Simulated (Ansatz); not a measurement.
## Electronic structure of BF3···H2···HF in real space

The calculation's input:

```
crystal:
  periodic: [false, false, false]
  atoms:
    - {symbol: B, position_ang: [-0.789354, -0.364552, -0.974055]}
    - {symbol: H, position_ang: [-0.824456, 1.172105, 1.296417]}
    - {symbol: F, position_ang: [-2.038642, -0.586537, -0.661389]}
    - {symbol: F, position_ang: [-0.449161, 0.650465, -1.722768]}
    - {symbol: H, position_ang: [1.795987, -0.663808, 0.386766]}
    - {symbol: F, position_ang: [0.142706, -1.207537, -0.558184]}
    - {symbol: H, position_ang: [-0.085830, 1.052926, 1.322243]}
    - {symbol: F, position_ang: [2.248651, -0.053061, 0.911071]}
basis:
  gaussian: {orbitals: def2-TZVPP}
hamiltonian: {xc: pbe0, dispersion: d4}
output: {orbitals: {seedname: orbitals}}
```

Run with:

```sh
ansatz run in.yaml --threads 4 --pin off --events-out ev --progress --plain --max-ram 9574MiB
```

The product side of a reaction path; geometry: PBE0-D4/def2-TZVP.

These are results of RKS PBE0-D4/def2-TZVPP in Ansatz 0.2.0, not measurements.

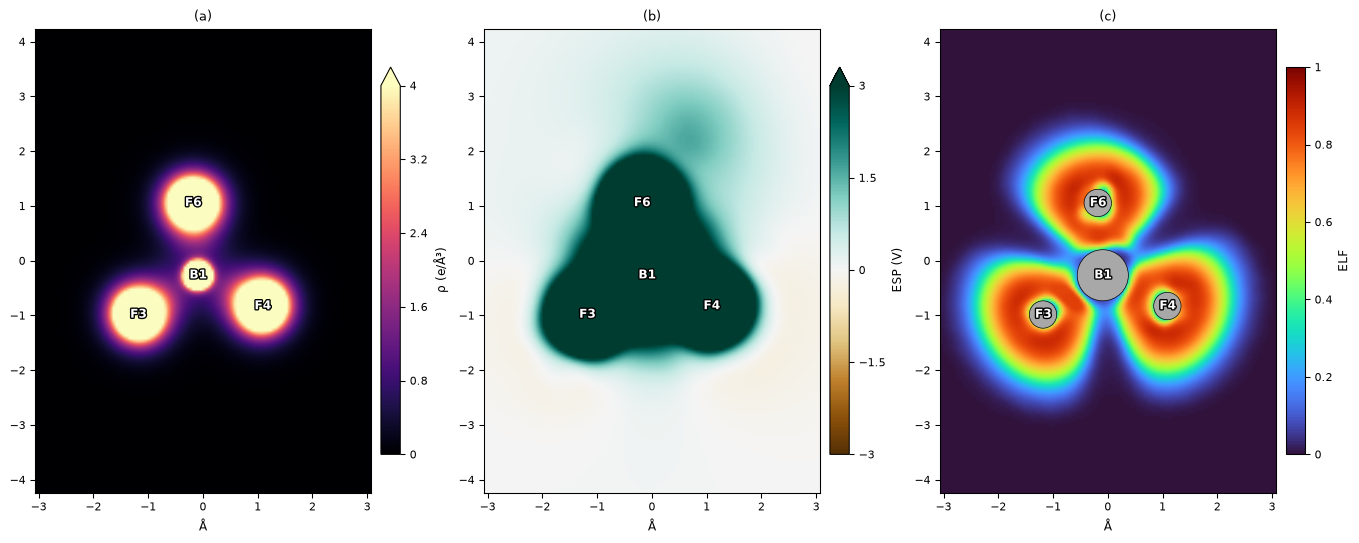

Figure 1. (a) total electron density; (b) electrostatic potential; (c) electron localisation function on the plane of atoms F4, B1 and F6. Grey discs cover the atomic cores in the ELF map.

Describe what can be read from this map.

Answer.
- The section cuts through B and F sites.
- B–F (1.31 Å): ρ at the midpoint is about 2.3 e/Å³; the ELF peaks at about 0.85 between the atoms, as expected for a polar covalent bond.
- The ELF also peaks beside F3, F4 and F6, away from the bonds: lone-pair regions.
- The potential has no marked negative region in this plane.

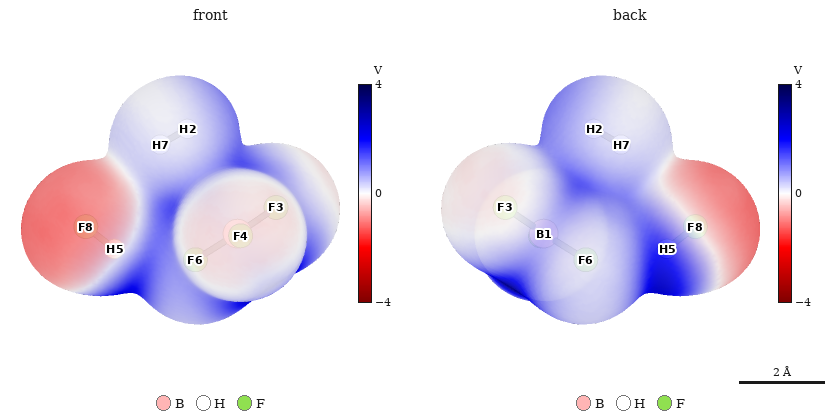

Figure 2. The electrostatic potential painted on the density surface at 0.002 e/bohr³, seen from the front and from behind; red is negative and blue positive.

Where is the surface potential most negative and most positive?

Answer. The most negative region (about −1.1 V) lies over F8, the most positive (about +3.1 V) over B1.

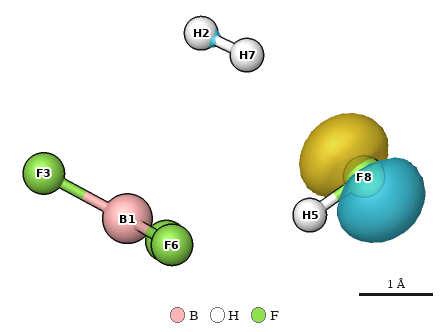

Figure 3. The HOMO at ±0.3 Å⁻³ᐟ² (yellow and cyan are the two phases), seen at an oblique angle.

Where does this orbital lie, and at what energy?

Answer. It lies mainly on F8 (about 85 %); largely a lone pair of F8. Its energy is −11.53 eV.
